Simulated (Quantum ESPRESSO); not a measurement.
## Collinear magnetic orders of TlFe2S2 with Quantum ESPRESSO

Wanted: the moments of TlFe2S2 and the energy of each order that was tried.

Main program and level: Quantum ESPRESSO 7.5; LDA with U = 3.6 eV on Fe d (ortho-atomic projectors); plane waves with GBRV 1.5 LDA potentials, no spin-orbit coupling.

**1. The structure**

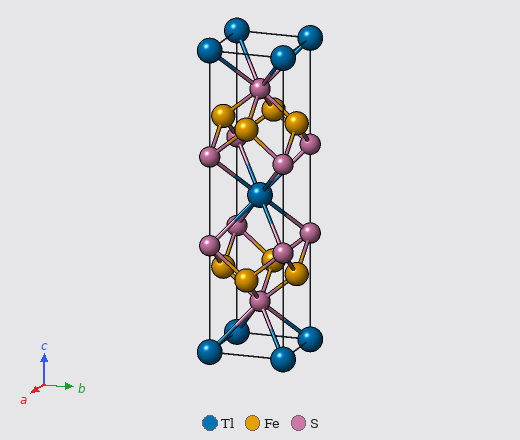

The starting structure, seen slightly off an axis (thallium blue, iron orange, sulfur pink). This picture shows the conventional cell, with its axes. Some periodic images of atoms are drawn too.

The cell comes from Materials Project 2023-11-01, a database of computed structures, and need not be the stable phase.

The settings of this session are cheaper than careful work needs (see the inputs), so it shows what such settings give, not the properties of the crystal.

**2. Run 1 (ferro ++)**

The signs are those of the starting moments on the seeded atoms, the atoms that are given a moment.

pw.in reads:

```
&CONTROL
  calculation = 'scf'
  prefix = 'pwscf'
  outdir = './tmp'
  pseudo_dir = './pseudo'
  disk_io = 'nowf'
/
&SYSTEM
  ibrav = 0
  nat = 5
  ntyp = 3
  ecutwfc = 40
  ecutrho = 480
  nbnd = 42
  occupations = 'smearing'
  smearing = 'fd'
  degauss = 0.01469973
  nspin = 2
  starting_magnetization(1) = 0
  starting_magnetization(2) = 0.25
  starting_magnetization(3) = 0
/
&ELECTRONS
  conv_thr = 1d-08
  electron_maxstep = 150
  mixing_beta = 0.3
/
ATOMIC_SPECIES
Tl    204.3800 tl_lda_v1.2.uspp.F.UPF
Fe     55.8450 fe_lda_v1.5.uspp.F.UPF
S      32.0600 s_lda_v1.4.uspp.F.UPF
CELL_PARAMETERS bohr
  -3.4260961407    3.4260961407   13.7278474022
   3.4260961407   -3.4260961407   13.7278474022
   3.4260961407    3.4260961407  -13.7278474022
ATOMIC_POSITIONS crystal
Tl      0.0000000000    0.0000000000    0.0000000000
Fe      0.7500000000    0.2500000000    0.5000000000
Fe      0.2500000000    0.7500000000    0.5000000000
S       0.6472830000    0.6472830000    0.0000000000
S       0.3527170000    0.3527170000    0.0000000000
K_POINTS automatic
6 6 6 0 0 0
HUBBARD {ortho-atomic}
U Fe-3d 3.6000
```

Command:

```bash
$ OMP_NUM_THREADS=1 mpirun -n 2 pw.x -nk 2 -in pw.in > pw.out
```

Log:

```text
Program PWSCF v.7.5 starts

     Message from routine setup:
     using ibrav=0 with symmetry is DISCOURAGED, use correct ibrav instead

     K-points division:     npool     =       2
     Subspace diagonalization in iterative solution of the eigenvalue problem:

     G-vector sticks info
     --------------------
     sticks:   dense  smooth     PW     G-vecs:    dense   smooth      PW
     Sum        5075    1697    615               114403    22091    4869

     Using Slab Decomposition

     bravais-lattice index     =            0
     lattice parameter (alat)  =      14.5578  a.u.
     unit-cell volume          =     644.5573 (a.u.)^3
     number of atoms/cell      =            5
     number of atomic types    =            3
     number of electrons       =        57.00
     number of Kohn-Sham states=           42
     kinetic-energy cutoff     =      40.0000  Ry
     charge density cutoff     =     480.0000  Ry
     scf convergence threshold =      1.0E-08
     mixing beta               =       0.3000
     number of iterations used =            8  plain     mixing
     Exchange-correlation=  SLA  PZ   NOGX NOGC
                           (   1   1   0   0   0   0   0)
     Hubbard projectors: ortho-atomic
     Hubbard parameters of DFT+U (Dudarev formulation) in eV:
     U(Fe-3d) =  3.6000

     Internal variables: lda_plus_u =T, lda_plus_u_kind = 0

     Internal variables: orbital_resolved =F, hub_pot_fix =F, apply_U = F

     celldm(1)=  14.557818  celldm(2)=   0.000000  celldm(3)=   0.000000
     celldm(4)=   0.000000  celldm(5)=   0.000000  celldm(6)=   0.000000

     crystal axes: (cart. coord. in units of alat)
               a(1) = (  -0.235344   0.235344   0.942988 )
               a(2) = (   0.235344  -0.235344   0.942988 )
               a(3) = (   0.235344   0.235344  -0.942988 )

     reciprocal axes: (cart. coord. in units 2 pi/alat)
               b(1) = (  0.000000  2.124549  0.530229 )
               b(2) = (  2.124549  0.000000  0.530229 )
               b(3) = (  2.124549  2.124549  0.000000 )

     PseudoPot. # 1 for Tl read from file:
     tl_lda_v1.2.uspp.F.UPF
     Pseudo is Ultrasoft + core correction, Zval = 13.0
     Generated by new atomic code, or converted to UPF format
     Using radial grid of  899 points,  6 beta functions with:
                l(1) =   0
                l(2) =   0
                l(3) =   1
                l(4) =   1
                l(5) =   2
                l(6) =   2
     Q(r) pseudized with  6 coefficients,  rinner =    1.100   1.100   1.100
                                                       1.100   1.100

     PseudoPot. # 2 for Fe read from file:
     fe_lda_v1.5.uspp.F.UPF
     Pseudo is Ultrasoft + core correction, Zval = 16.0
     Generated by new atomic code, or converted to UPF format
     Using radial grid of  861 points,  6 beta functions with:
                l(1) =   0
                l(2) =   0
                l(3) =   1
                l(4) =   1
                l(5) =   2
                l(6) =   2
     Q(r) pseudized with  8 coefficients,  rinner =    1.000   1.000   1.000
                                                       1.000   1.000

     PseudoPot. # 3 for S  read from file:
     s_lda_v1.4.uspp.F.UPF
     Pseudo is Ultrasoft + core correction, Zval =  6.0
     Generated by new atomic code, or converted to UPF format
     Using radial grid of  907 points,  6 beta functions with:
                l(1) =   0
                l(2) =   0
                l(3) =   1
                l(4) =   1
                l(5) =   2
                l(6) =   2
     Q(r) pseudized with  8 coefficients,  rinner =    1.300   1.300   1.300
                                                       1.300   1.300

     atomic species   valence    mass     pseudopotential
     Tl               13.00   204.38000     Tl( 1.00)
     Fe               16.00    55.84500     Fe( 1.00)
     S                 6.00    32.06000     S ( 1.00)

     Starting magnetic structure
     atomic species   magnetization
     Tl              0.000
     Fe              0.250
     S               0.000

     16 Sym. Ops., with inversion, found

   Cartesian axes

     site n.     atom                  positions (alat units)
         1        Tl     tau(   1) = (   0.0000000   0.0000000   0.0000000  )
         2        Fe     tau(   2) = (   0.0000000   0.2353441   0.4714940  )
         3        Fe     tau(   3) = (   0.2353441   0.0000000   0.4714940  )
         4        S      tau(   4) = (  -0.0000000   0.0000000   1.2207602  )
         5        S      tau(   5) = (   0.0000000   0.0000000   0.6652158  )

     number of k points=    30  Fermi-Dirac smearing, width (Ry)=  0.0147
                       cart. coord. in units 2pi/alat
        k(    1) = (   0.0000000   0.0000000   0.0000000), wk =   0.0046296
        k(    2) = (   0.3540915   0.3540915   0.0000000), wk =   0.0185185
        k(    3) = (   0.7081830   0.7081830   0.0000000), wk =   0.0185185
        k(    4) = (  -1.0622745  -1.0622745   0.0000000), wk =   0.0092593
        k(    5) = (   0.3540915   0.0000000   0.0883716), wk =   0.0370370
        [... 25 further k-points ...]

     Dense  grid:   114403 G-vectors     FFT dimensions: ( 108, 108, 108)

     Smooth grid:    22091 G-vectors     FFT dimensions: (  60,  60,  60)

     Check: negative core charge=   -0.000009
     Generating pointlists ...
     new r_m :   0.1788 (alat units)  2.6033 (a.u.) for type    1
     new r_m :   0.1257 (alat units)  1.8305 (a.u.) for type    2
     new r_m :   0.1257 (alat units)  1.8305 (a.u.) for type    3

     Initial potential from superposition of free atoms

     starting charge      54.9965, renormalised to      57.0000

     negative rho (up, down):  2.515E-02 2.515E-02

     STARTING HUBBARD OCCUPATIONS:

     =================== HUBBARD OCCUPATIONS ===================
     ------------------------ ATOM    2 ------------------------
     Tr[ns(  2)] (up, down, total) =   5.00000  0.00000  5.00000
     Atomic magnetic moment for atom   2 =   5.00000
     [... lines left out ...]
     ------------------------ ATOM    3 ------------------------
     Tr[ns(  3)] (up, down, total) =   5.00000  0.00000  5.00000
     Atomic magnetic moment for atom   3 =   5.00000
     [... lines left out ...]
     Number of occupied Hubbard levels =   10.0000

     Atomic wfc used for Hubbard projectors are orthogonalized

     Starting wfcs are   43 randomized atomic wfcs

     Self-consistent Calculation

     iteration #  1     ecut=    40.00 Ry     beta= 0.30
     Davidson diagonalization with overlap
     ethr =  1.00E-02,  avg # of iterations =  5.8

     =================== HUBBARD OCCUPATIONS ===================
     ------------------------ ATOM    2 ------------------------
     Tr[ns(  2)] (up, down, total) =   4.85558  2.33035  7.18593
     Atomic magnetic moment for atom   2 =   2.52524
     [... lines left out ...]
     ------------------------ ATOM    3 ------------------------
     Tr[ns(  3)] (up, down, total) =   4.85558  2.33035  7.18593
     Atomic magnetic moment for atom   3 =   2.52524
     [... lines left out ...]
     Number of occupied Hubbard levels =   14.3719

     negative rho (up, down):  2.605E-02 2.589E-02

     total energy              =    -691.19541411 Ry
     estimated scf accuracy    <       6.85205474 Ry

     total magnetization       =     5.19 Bohr mag/cell
     absolute magnetization    =     5.59 Bohr mag/cell

     iteration #  2     ecut=    40.00 Ry     beta= 0.30
     Davidson diagonalization with overlap
     ethr =  1.00E-02,  avg # of iterations =  2.5

     negative rho (up, down):  2.580E-02 2.567E-02

     total energy              =    -691.10957746 Ry
     estimated scf accuracy    <      19.09339015 Ry

     total magnetization       =     7.35 Bohr mag/cell
     absolute magnetization    =     7.65 Bohr mag/cell

     iteration #  3     ecut=    40.00 Ry     beta= 0.30
     Davidson diagonalization with overlap
     ethr =  1.00E-02,  avg # of iterations =  1.9

     negative rho (up, down):  2.538E-02 2.526E-02

     total energy              =    -693.36713860 Ry
     estimated scf accuracy    <       0.52922545 Ry

     total magnetization       =     5.94 Bohr mag/cell
     absolute magnetization    =     6.04 Bohr mag/cell

     [... further iterations left out ...]

     iteration # 16     ecut=    40.00 Ry     beta= 0.30
     Davidson diagonalization with overlap
     ethr =  1.44E-08,  avg # of iterations =  3.0

     negative rho (up, down):  2.413E-02 2.421E-02

     total energy              =    -693.42702686 Ry
     estimated scf accuracy    <       0.00000449 Ry

     total magnetization       =     6.84 Bohr mag/cell
     absolute magnetization    =     6.98 Bohr mag/cell

     iteration # 17     ecut=    40.00 Ry     beta= 0.30
     Davidson diagonalization with overlap
     ethr =  7.88E-09,  avg # of iterations =  2.2

     negative rho (up, down):  2.413E-02 2.422E-02

     total energy              =    -693.42703287 Ry
     estimated scf accuracy    <       0.00000018 Ry

     total magnetization       =     6.85 Bohr mag/cell
     absolute magnetization    =     6.98 Bohr mag/cell

     iteration # 18     ecut=    40.00 Ry     beta= 0.30
     Davidson diagonalization with overlap
     ethr =  3.16E-10,  avg # of iterations =  4.2

     negative rho (up, down):  2.413E-02 2.422E-02

     total energy              =    -693.42703307 Ry
     estimated scf accuracy    <       0.00000003 Ry

     total magnetization       =     6.85 Bohr mag/cell
     absolute magnetization    =     6.98 Bohr mag/cell

     iteration # 19     ecut=    40.00 Ry     beta= 0.30
     Davidson diagonalization with overlap
     ethr =  4.69E-11,  avg # of iterations =  4.3

     negative rho (up, down):  2.413E-02 2.421E-02

     Magnetic moment per site  (integrated on atomic sphere of radius R)
     atom   1 (R=0.179)  charge= 11.5305  magn=  0.0219
     atom   2 (R=0.126)  charge= 14.0912  magn=  3.1293
     atom   3 (R=0.126)  charge= 14.0912  magn=  3.1293
     atom   4 (R=0.126)  charge=  3.9740  magn=  0.1255
     atom   5 (R=0.126)  charge=  3.9740  magn=  0.1255

     End of self-consistent calculation

     =================== HUBBARD OCCUPATIONS ===================
     ------------------------ ATOM    2 ------------------------
     Tr[ns(  2)] (up, down, total) =   4.81874  1.55405  6.37279
     Atomic magnetic moment for atom   2 =   3.26469
     [... lines left out ...]
     ------------------------ ATOM    3 ------------------------
     Tr[ns(  3)] (up, down, total) =   4.81874  1.55405  6.37279
     Atomic magnetic moment for atom   3 =   3.26469
     [... lines left out ...]
     Number of occupied Hubbard levels =   12.7456

     [... lines left out ...]
     the Fermi energy is    10.1553 ev

!    total energy              =    -693.42703331 Ry
     estimated scf accuracy    <          8.5E-09 Ry
     smearing contrib. (-TS)   =      -0.02306237 Ry
     internal energy E=F+TS    =    -693.40397093 Ry

     The total energy is F=E-TS. E is the sum of the following terms:
     one-electron contribution =    -511.69099714 Ry
     hartree contribution      =     283.59983374 Ry
     xc contribution           =    -136.62410781 Ry
     ewald contribution        =    -328.98714352 Ry
     Hubbard energy            =       0.29844380 Ry

     total magnetization       =     6.85 Bohr mag/cell
     absolute magnetization    =     6.98 Bohr mag/cell

     convergence has been achieved in  19 iterations

=------------------------------------------------------------------------------=
   JOB DONE.
=------------------------------------------------------------------------------=
```

It took 6 min on 2 MPI ranks of Arm Neoverse V1, shared host; peak memory 0.89 GiB.

Spin moment in the atom's sphere by atom:

```tsv
atom	spin moment in the atom's sphere (μB)
Tl1	0.02
Fe2	3.13
Fe3	3.13
S4	0.13
S5	0.13
```

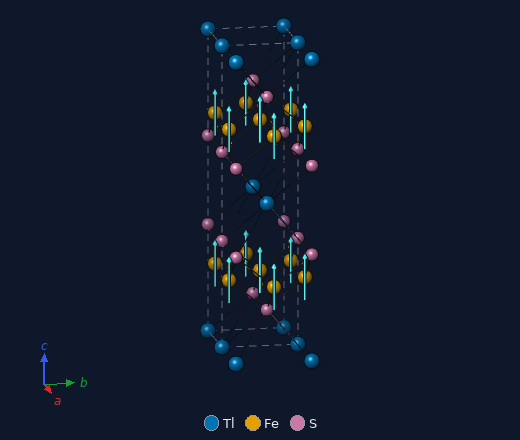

Spin moment in the atom's sphere as arrows, the longest 3.13 μB. Up and down stand for the sign. Arrows give size and sign along the axis of quantisation, drawn up and down the page. 2×1×1 conventional cells are drawn. Some periodic images of atoms are drawn too.

Read from the output:

- smearing term TS: 0.3138 eV
- magnetization: 6.846 μB
- absolute magnetization: 6.983 μB
- final state: ferromagnetic

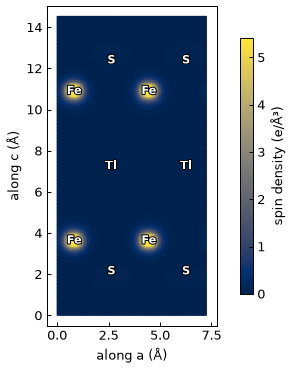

Spin density in the ac plane of the conventional cell at fractional y = 0.000, with atoms of Tl and Fe and S within 0.2 Å of it. The map starts off the cell's origin, so that atoms lie inside it.

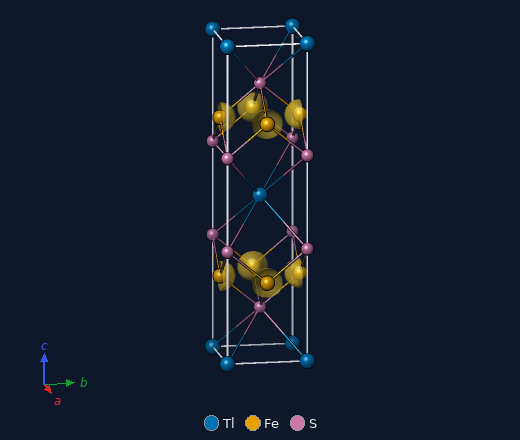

Surface of spin density = 0.57 e/Å³, which holds about 70 % of the integral of its size.

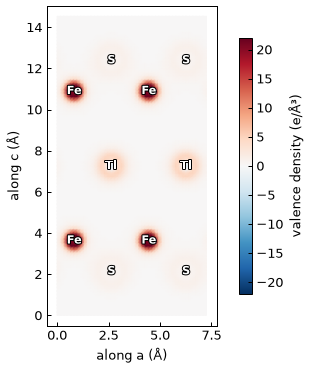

Valence density in the ac plane of the conventional cell at fractional y = 0.000, with atoms of Tl and Fe and S within 0.2 Å of it. It is the smooth field of the valence electrons, not physical close to the nuclei. The map starts off the cell's origin, so that atoms lie inside it.

(Continued in part 2 of 2.)

[Logs and program files are shortened in this print: banners, set-up blocks, solver, clock and traceback lines can be left out without a mark of their own.]

[Logs are printed without paths, hosts, clocks, repeated set-up lines and the standing remarks that a program may print on its own settings, such as how far it seeks lower states.]

[Hosts, paths, dates, database ids (printed as entryN), source tags and the programs' standing remarks are cut or masked in the printed files.]

[Where a cell is said to come from a database of computed structures, the database is the Materials Project.]
